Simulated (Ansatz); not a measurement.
**NH (triplet): correlated methods under varied settings at distance N1–H2 = 0.830 Å**

What do other methods and options give for NH (triplet) at this geometry, and how long do they take?

Program: Ansatz 0.2.0, Gaussian basis. Level of theory: the settings change from run to run. These are calculated values, not measurements.

16 further runs of the same task are left out: 1 for a known fault of the program, 12 that didn't finish, 3 set aside as unsound or not needed.

## (1) The geometry

The geometry derives from a PBE0/def2-TZVP stationary point (not a proven minimum). One bond is set to the value named and the two fragments are kept rigid.

2 atoms, charge 0, spin multiplicity 3.

Atoms are counted from 1 here; the program's logs count them from 0.

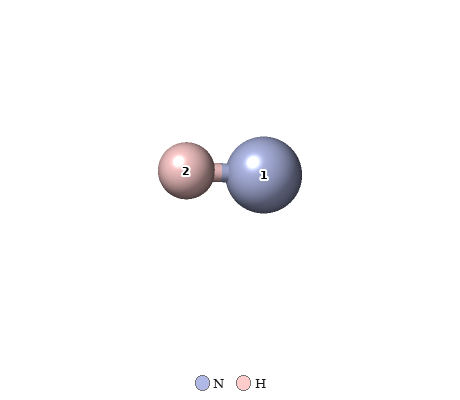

The structure; nitrogen light blue, hydrogen pink; atoms are numbered from 1 in the order of the file.

## (2) CASCI(4,7)/6-31G*

in.yaml

```yaml
crystal:
  periodic: [false, false, false]
  atoms:
    - {symbol: N, position_ang: [0.000000, 0.000000, 0.000000]}
    - {symbol: H, position_ang: [0.000000, 0.000000, 0.830000]}
basis:
  gaussian: {orbitals: "6-31G*"}
magnetization: {spin_polarized: false, initial_magnetization: 2}
correlation: {active_space: {window: {electrons: 4, orbitals: 7}, fixed_orbitals: true}}
```

Launch:

```
ansatz run in.yaml --threads 1 --pin off --events-out ev --progress --plain --max-ram 2393MiB
```

Output:

```text
Functional definition: HF
  name "HF"
  cite "Fock, Z. Phys. 61, 126 (1930) doi:10.1007/BF01340294"
  parent pbe
  exchange = exact_x
  correlation = 0
168 factors; integrals over basis functions are off by at most 6.0e-4 eV
mean field evaluation 1: about -1493.7867 eV, gradient 9.9e0 eV
mean field evaluation 2: about -1493.7865 eV, gradient 9.9e0 eV
mean field evaluation 4: about -1494.0714 eV, gradient 3.3e-1 eV
mean field evaluation 8: about -1494.0719 eV, gradient 9.9e-7 eV
mean field -1494.07190688 eV, -54.9061298596 hartree, gradient 6.7e-6 eV, S^2 2.000000; 0 other end points of the search recorded, 0 dependent functions left out
reference -1494.07190688 eV, -54.9061298596 hartree; 5, 3 occupied and 12, 14 virtual orbitals, 168 factors
state -1494.60860504 eV, -54.9258531531 hartree
Total energy: -1494.60860504 eV, -54.9258531531 hartree
```

Run time: 0.09 s. Hardware: 1 thread of Arm Neoverse N1, shared host.

From the report: 112 determinants; active occupations 1.99, 1.00, 1.00, 0.01, 0.00, 0.00, 0.00.

## (3) CCSD(T)/aug-cc-pVDZ

in.yaml

```yaml
crystal:
  periodic: [false, false, false]
  atoms:
    - {symbol: N, position_ang: [0.000000, 0.000000, 0.000000]}
    - {symbol: H, position_ang: [0.000000, 0.000000, 0.830000]}
basis:
  gaussian: {orbitals: aug-cc-pVDZ}
magnetization: {spin_polarized: false, initial_magnetization: 2}
hamiltonian: {xc: {name: r2SCAN}}
correlation: {method: ccsd_t, electrons: outside_noble_gas, diis_vectors: 1}
scf: {lower_state_search: off}
output: {forces: true}
```

The command is unchanged.

Output, cut to the lines that bear on the results:

```text
Functional definition: r2SCAN
  name "r2SCAN"
  cite "Furness, Kaplan, Ning, Perdew & Sun, J. Phys. Chem. Lett. 11, 8208 (2020) doi:10.1021/acs.jpclett.0c02405"
  cite "Furness, Kaplan, Ning, Perdew & Sun, J. Phys. Chem. Lett. 11, 9248 (2020) doi:10.1021/acs.jpclett.0c03077"
  parent r2scan
[...]
313 factors; integrals over basis functions are off by at most 8.8e-4 eV
[...]
mean field -1500.57900689 eV, -55.1452613743 hartree, gradient 6.5e-7 eV, S^2 2.000000; 0 other end points of the search recorded, 0 dependent functions left out
1 core orbitals not correlated: weight in the atoms' cores, before any rotation towards them, 1.000 or more for the frozen orbitals, at most 0.000 for the correlated occupied ones
reference -1494.33868110 eV, -54.9159336314 hartree; 4, 2 occupied and 27, 29 virtual orbitals, 313 factors
second order -2.97006940 eV of doubles, -0.14124270 eV of singles
cycle   1  -3.49263192 eV  change   -3.8e-1 eV  update   3.3e-2
[...]
cycle  12  -3.59822630 eV  change    6.0e-7 eV  update   1.8e-6
perturbative correction -0.05968677 eV, -0.0021934485 hartree
[...]
Total energy: -1497.99659418 eV, -55.0503594574 hartree
Atom 0 at     0.000000     0.000000     0.000000 Å, force    -0.000000    -0.000000   -17.351147 eV/Å
Atom 1 at     0.000000     0.000000     0.830000 Å, force     0.000000     0.000000    17.351147 eV/Å
Dipole moment:     0.000000    -0.000000     0.338931 e Å
Checks for a lower state left out: starts, cluster_reference, orbital_swaps, neighbouring_geometries, increment
```

Wall time 3.1 s (1 thread of Arm Neoverse N1, shared host).

From the report: correlation -3.6579 eV; T1 0.018; largest double amplitude 0.03. The orbitals are Kohn-Sham ones, so correlation energy and T1 don't compare with those on Hartree-Fock orbitals.

## (4) CCSD(T) on ROHF/aug-cc-pVDZ

in.yaml

```yaml
crystal:
  periodic: [false, false, false]
  atoms:
    - {symbol: N, position_ang: [0.000000, 0.000000, 0.000000]}
    - {symbol: H, position_ang: [0.000000, 0.000000, 0.830000]}
basis:
  gaussian: {orbitals: aug-cc-pVDZ}
magnetization: {spin_polarized: false, initial_magnetization: 2}
correlation: {method: ccsd_t, electrons: valence, diis_vectors: 4}
accuracy: high
```

The command is unchanged.

Output, cut to the lines that bear on the results:

```text
Functional definition: HF
  name "HF"
  cite "Fock, Z. Phys. 61, 126 (1930) doi:10.1007/BF01340294"
  parent pbe
[...]
528 factors; integrals over basis functions are off by at most 3.3e-9 eV
[...]
mean field -1494.38226299 eV, -54.9175352360 hartree, gradient 1.5e-8 eV, S^2 2.000000; 0 other end points of the search recorded, 0 dependent functions left out
1 core orbitals not correlated: weight in the atoms' cores, before any rotation towards them, 1.000 or more for the frozen orbitals, at most 0.000 for the correlated occupied ones
reference -1494.38226299 eV, -54.9175352360 hartree; 4, 2 occupied and 27, 29 virtual orbitals, 528 factors
second order -2.94231597 eV of doubles, -0.11644183 eV of singles
cycle   1  -3.45677327 eV  change   -4.0e-1 eV  update   3.5e-2
[...]
cycle  22  -3.56881901 eV  change  -6.3e-11 eV  update  3.5e-10
perturbative correction -0.05807002 eV, -0.0021340338 hartree
Total energy: -1498.00915201 eV, -55.0508209493 hartree
```

Wall time 0.87 s (1 thread of Arm Neoverse N1, shared host).

From the report: correlation -3.6269 eV; T1 0.019; largest double amplitude 0.03.

## (5) MRCISD+Q(2,7)/aug-cc-pVDZ

in.yaml

```yaml
crystal:
  periodic: [false, false, false]
  atoms:
    - {symbol: N, position_ang: [0.000000, 0.000000, 0.000000]}
    - {symbol: H, position_ang: [0.000000, 0.000000, 0.830000]}
basis:
  gaussian: {orbitals: aug-cc-pVDZ, fitting: {mean_field: def2-universal-jkfit}}
magnetization: {spin_polarized: false, initial_magnetization: 2}
correlation: {method: fic_mrcisd_q, electrons: outside_noble_gas, active_space: {window: {electrons: 2, orbitals: 7}, states: [{multiplicity: 3, weights: [1, 1, 1, 0.5]}]}}
scf: {lower_state_search: light}
```

Launched as before.

Output, cut to the lines that bear on the results:

```text
Functional definition: HF
  name "HF"
  cite "Fock, Z. Phys. 61, 126 (1930) doi:10.1007/BF01340294"
  parent pbe
[...]
95 factors; integrals over basis functions are off by at most 2.4e-1 eV
[...]
mean field -1494.38217751 eV, -54.9175320947 hartree, gradient 7.8e-7 eV, S^2 2.000000; 0 other end points of the search recorded, 0 dependent functions left out
reference -1494.38217751 eV, -54.9175320947 hartree; 5, 3 occupied and 27, 29 virtual orbitals, 95 factors
state -1494.08975501 eV, -54.9067857663 hartree
state -1485.46102030 eV, -54.5896856144 hartree
state -1485.45521130 eV, -54.5894721375 hartree
state -1483.05004354 eV, -54.5010838526 hartree
contracted CI cycle   1: correlation 0.00000000 eV, 0.0000000000 hartree, residual 1.84e1 eV
contracted CI cycle   2: correlation -3.59117784 eV, -0.1319733513 hartree, residual 3.35e0 eV
[...]
contracted CI cycle   4: correlation -3.16184127 eV, -0.1161955233 hartree, residual 7.06e-1 eV
contracted CI cycle   5: correlation -3.17205927 eV, -0.1165710282 hartree, residual 3.73e-1 eV
contracted CI cycle   6: correlation -3.17520226 eV, -0.1166865309 hartree, residual 1.96e-1 eV
contracted CI cycle   7: correlation -3.17595301 eV, -0.1167141205 hartree, residual 8.94e-2 eV
contracted CI cycle   8: correlation -3.17609578 eV, -0.1167193669 hartree, residual 3.23e-2 eV
contracted CI cycle   9: correlation -3.17611099 eV, -0.1167199261 hartree, residual 9.29e-3 eV
contracted CI cycle  10: correlation -3.17611240 eV, -0.1167199778 hartree, residual 3.02e-3 eV
contracted CI cycle  11: correlation -3.17611264 eV, -0.1167199866 hartree, residual 1.73e-3 eV
contracted CI cycle  12: correlation -3.17611272 eV, -0.1167199896 hartree, residual 9.47e-4 eV
state -1483.05004354 eV, -54.5010838526 hartree; corrected -1486.41221005 eV, -54.6246411928 hartree
Total energy: -1491.12247970 eV, -54.7977404099 hartree
```

Run time: 5.5 s. Hardware: 1 thread of Arm Neoverse N1, shared host.

From the report: 29 determinants; active occupations (of the averaged states) 0.71, 0.57, 0.57, 0.15, 0.00, 0.00, 0.00.

## (6) CCSDT(Q) on UHF/cc-pVTZ

in.yaml

```yaml
crystal:
  periodic: [false, false, false]
  atoms:
    - {symbol: N, position_ang: [0.000000, 0.000000, 0.000000]}
    - {symbol: H, position_ang: [0.000000, 0.000000, 0.830000]}
basis:
  gaussian: {orbitals: cc-pVTZ}
magnetization: {spin_polarized: true, initial_magnetization: 2}
hamiltonian: {pseudopotentials: {relativity: none}}
correlation: {method: ccsdt_q, electrons: valence}
output: {forces: true}
```

Launched as before.

Output, cut to the lines that bear on the results:

```text
Functional definition: HF
  name "HF"
  cite "Fock, Z. Phys. 61, 126 (1930) doi:10.1007/BF01340294"
  parent pbe
[...]
484 factors; integrals over basis functions are off by at most 1.9e-7 eV
[...]
mean field -1494.92037910 eV, -54.9373106385 hartree, gradient 3.0e-6 eV, S^2 2.011396; 0 other end points of the search recorded, 0 dependent functions left out
1 core orbitals not correlated: weight in the atoms' cores, before any rotation towards them, 1.000 or more for the frozen orbitals, at most 0.000 for the correlated occupied ones
reference -1494.92037910 eV, -54.9373106385 hartree; 4, 2 occupied and 39, 41 virtual orbitals, 484 factors
second order -3.63749993 eV of doubles, -0.00000000 eV of singles
cycle   1  -4.00651569 eV  change   -3.7e-1 eV  update   3.6e-2
[...]
cycle  13  -4.21774601 eV  change   -5.1e-8 eV  update   3.4e-7
perturbative correction -0.00181663 eV, -0.0000667601 hartree
[...]
Total energy: -1499.13994175 eV, -55.0923767057 hartree
Atom 0 at     0.000000     0.000000     0.000000 Å, force     0.000000    -0.000000   -16.093832 eV/Å
Atom 1 at     0.000000     0.000000     0.830000 Å, force    -0.000000    -0.000000    16.093832 eV/Å
Dipole moment:    -0.000000    -0.000000     0.346234 e Å
```

Wall time 1.7 min (1 thread of Arm Neoverse N1, shared host); peak memory 1.1 GiB.

From the report: ⟨S²⟩ of the determinant 2.011 (pure triplet: 2.00); correlation -4.2196 eV; T1 0.007; largest double amplitude 0.05.

## (7) All runs side by side

Where basis and cores are those of an earlier FCI/aug-cc-pVDZ run (-1498.0207 eV), and the state is the same kind, the miss against it is given.

| level | correlated | functions | energy (eV) | from FCI (meV) | time |
| --- | --- | --- | --- | --- | --- |
| CASCI(4,7)/6-31G* |  | 17 | -1494.6086 |  | 0.09 s |
| CCSD(T)/aug-cc-pVDZ (on r2SCAN orbitals) | outside noble gas | 32 | -1497.9966 | 24.2 | 3.1 s |
| CCSD(T) on ROHF/aug-cc-pVDZ | valence | 32 | -1498.0092 | 11.6 | 0.87 s |
| MRCISD+Q(2,7)/aug-cc-pVDZ (mean of several states) | outside noble gas | 32 | -1491.1225 |  | 5.5 s |
| CCSDT(Q) on UHF/cc-pVTZ | valence | 44 | -1499.1399 |  | 1.7 min |

## (8) Outcome

| quantity | value |
| --- | --- |
| runs | 5 |
| quickest | CASCI(4,7)/6-31G*, 0.09 s |
| slowest | CCSDT(Q) on UHF/cc-pVTZ, 1.7 min |

**Reading.** Total energies in different bases, with other cores or another treatment of relativity can't be set against each other. CCSDT(Q) on UHF/cc-pVTZ took 1117 times as long as CASCI(4,7)/6-31G*; the jobs differ in more than the method. Among the correlated runs with a miss given, it spans +12 to +24 meV. Cores frozen from Kohn-Sham orbitals shift the total energy.
